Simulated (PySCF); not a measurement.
# C5H8BrNSi: the cost of one run

Computed with PySCF 2.14.0, with density-fitted response routines of our own, on a single molecule in the gas phase. Atoms count from 0, in the outputs and in this text.

## (1) The starting structure

16 atoms, charge 0, multiplicity 1; geometry from: GFN2-xTB.

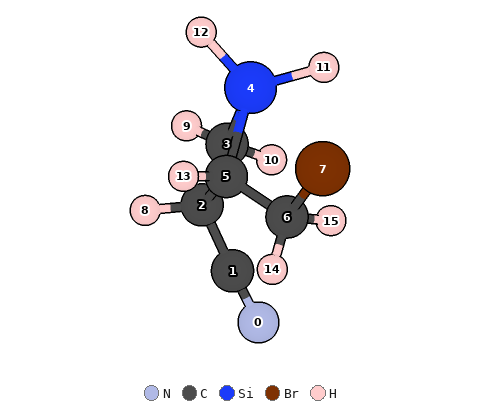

As it starts; nitrogen light blue, carbon dark grey, silicon blue, bromine brown, hydrogen pink, atoms numbered.

## (2) TDDFT and polarisability: B3LYP/def2-SVPD

Job settings and geometry (Å):

```
{"job": {"kind": "uv", "xc": "B3LYP", "basis": "def2-SVPD", "nstates": 8, "ntriplets": 3}, "charge": 0, "multiplicity": 1}
N     -1.888480    -2.359678     0.372782
C     -1.510465    -1.282182     0.451191
C     -1.024147     0.066602     0.500899
C     -1.223317     0.817216    -0.842170
Si     0.606038     1.386352    -0.856431
C      0.521399     0.185779     0.649297
C      1.243358    -1.130054     0.462365
Br     3.169548    -0.825292     0.385259
H     -1.530382     0.580941     1.322221
H     -2.000647     1.575568    -0.792639
H     -1.491502     0.134416    -1.647691
H      1.420677     0.927719    -1.974579
H      0.848651     2.771475    -0.471474
H      0.799135     0.600373     1.621037
H      1.075503    -1.826435     1.285872
H      0.977032    -1.613856    -0.477350
```

With the program's defaults for keys left out, this is: TDDFT B3LYP/def2-SVPD, vertical, gas phase, core orbitals frozen in the response.

On the command line:

```console
OMP_NUM_THREADS=1 python probes_run.py task.json out
```

One launch serves the whole session: the jobs run in the order shown.

Q: Estimate the wall time and peak memory of this job on 1 thread of Arm Neoverse N1, shared host.

About 2.2 min, with a peak of 0.96 GiB.
